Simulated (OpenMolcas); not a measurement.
**Ru⁵⁺ among point charges: CASSCF and CASPT2 levels and susceptibility**

Aim: the splitting of the states of Ru⁵⁺ in the field of 6 point charges, its lowest levels with spin-orbit coupling and its magnetic susceptibility.

Method: state-averaged CASSCF and CASPT2, spin-orbit coupling by RASSI with atomic mean-field integrals. Code: OpenMolcas 26.06.

### 1 What is computed

```
Species                           : Ru⁵⁺ (ruthenium, Z = 44, 39 electrons)
Basis                             : ANO-RCC-VDZP [6s5p3d1f], 43 functions
Scalar Hamiltonian                : DKH2, point nucleus
Inactive shells                   : 1s 2s 2p 3s 3p 3d 4s 4p
Active space                      : 3 electrons in 5 orbitals (4d)
Some configurations of this space : 4d³
Orbitals                          : optimised for each spin and parity, averaged over all roots
```

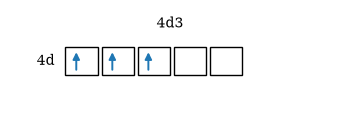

Outer shells as boxes.

The ion sits among 6 point charges of -1.36 e arranged as an octahedron (Oh), 2 Å from the ion.

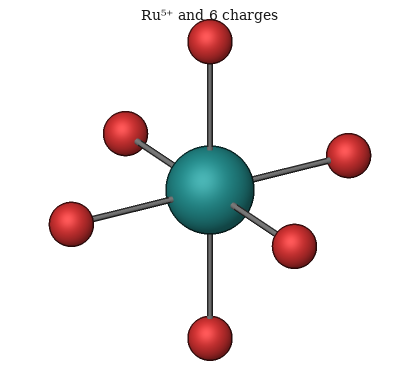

The ion and the point charges (red).

The work runs as a chain of OpenMolcas steps in one folder; each step below is one input file. Labels, J, g values, rates, χT and fits are worked out afterwards by a script from the matrices that RASSI stores. The input lists half of the charges; inversion (Group=XYZ) makes the rest.

### 2 One- and two-electron integrals

a.inp reads:

```
&GATEWAY
Coord
1

Ru 0.0 0.0 0.0
Basis=ANO-RCC-VDZP
Group=XYZ
NoMove
AngMom=0.0 0.0 0.0
AMFI
XField
3 Angstrom 0
2.000000 0.000000 0.000000 -1.360000
0.000000 2.000000 0.000000 -1.360000
0.000000 0.000000 2.000000 -1.360000
&SEWARD
```

Started as:

```sh
> OMP_NUM_THREADS=1 MOLCAS_MEM=1689 MOLCAS_PROJECT=a pymolcas a.inp > a.log
```

### 3 CASSCF: quartets of even parity, 10 roots

a.inp reads:

```
&RASSCF
FileOrb=start.orb
Symmetry=1
Spin=4
nActEl=3 0 0
Inactive=9 9
Ras2=5 0
CIRoot=10 10 1
SDav=10
CIMx=300
Iter=120 100
PrWF=0.3
OrbListing=Nothing
MaxOrb=0
>>> COPY $Project.JobIph JOB001
```

start.orb holds the contracted functions of the basis, ordered by shell, or the orbitals of the step before.

### 4 CASSCF: doublets of even parity, 40 roots

a.inp reads:

```
&RASSCF
FileOrb=start.orb
Symmetry=1
Spin=2
nActEl=3 0 0
Inactive=9 9
Ras2=5 0
CIRoot=40 40 1
SDav=40
CIMx=300
Iter=120 100
PrWF=0.3
OrbListing=Nothing
MaxOrb=0
>>> COPY $Project.JobIph JOB002
```

### 5 State interaction with spin-orbit coupling

a.inp reads:

```
&RASSI
NrOfJobIphs=2 10 40
1 2 3 4 5 6 7 8 9 10
1 2 3 4 5 6 7 8 9 10 11 12 13 14 15 16 17 18 19 20 21 22 23 24 25 26 27
28 29 30 31 32 33 34 35 36 37 38 39 40
IphNames
JOB001
JOB002
EJob
SpinOrbit
DIPRint=1.0
SOCoupling=1000.0
Subsets=2
Property=9
'ANGMOM' 1 'ANGMOM' 2 'ANGMOM' 3 'MLTPL  1' 1 'MLTPL  1' 2 'MLTPL  1' 3
'AMFI' 1 'AMFI' 2 'AMFI' 3
SOProperty=3
'ANGMOM' 1 'ANGMOM' 2 'ANGMOM' 3
```

### 6 CASPT2: IPEA 0.25, imaginary shift 0.1 (closed shells correlated: 4s 4p)

a.inp reads:

```
>>> COPY JOB001 $Project.JobIph
&CASPT2
Multistate=10 1 2 3 4 5 6 7 8 9 10
NoMult
Frozen=8 6
IPEA=0.25
Imaginary=0.1
MaxIter=60
WThr=0.0 0.3 0.05
PrWF=0.5
NoMix
>>> COPY JOB002 $Project.JobIph
&CASPT2
Multistate=40 1 2 3 4 5 6 7 8 9 10 11 12 13 14 15 16 17 18 19 20 21 22
23 24 25 26 27 28 29 30 31 32 33 34 35 36 37 38 39 40
NoMult
Frozen=8 6
IPEA=0.25
Imaginary=0.1
MaxIter=60
WThr=0.0 0.3 0.05
PrWF=0.5
NoMix
```

(Steps that only read results are left out.)

**Question.** What will these runs give? Wanted: spin-free ground state; first state of the same spin within the active space; lowest level; next level.

**Answer**, as computed:

| quantity | value |
| --- | --- |
| method | SS-CASPT2, IPEA 0.25, imaginary shift 0.1 (closed shells correlated: 4s 4p) |
| spin-free ground state | 4A2, 1-fold in its orbital part |
| first state of the same spin within the active space | 4T2 at 4290 cm⁻¹ |
| lowest level | 4-fold Γ8 |
| next level | 3985.7 cm⁻¹ |
| χT at 300 K | 0.69 cm³ K/mol |
| effective moment at 300 K | 2.35 μB |

Cost by method:

| method | time of its own steps | time with the reference |
| --- | --- | --- |
| A. CASSCF | 11 s | 11 s |
| B. SS-CASPT2, IPEA 0.25, imaginary shift 0.1, +4s 4p | 3.3 s | 14 s |

Times are of one thread on a shared host.

**Reading.** The spin-free ground state (4A2) comes to 100 % from free-ion F terms and keeps the highest spin of the shell. χT at 300 K is 0.69, against 1.88 cm³ K/mol for the spin alone, so spin-orbit coupling lowers it. CASPT2 does not keep the components of a term degenerate, and the means are used. The field of point charges can differ much from that of real complexes. This is an electrostatic model: the charges have no orbitals.
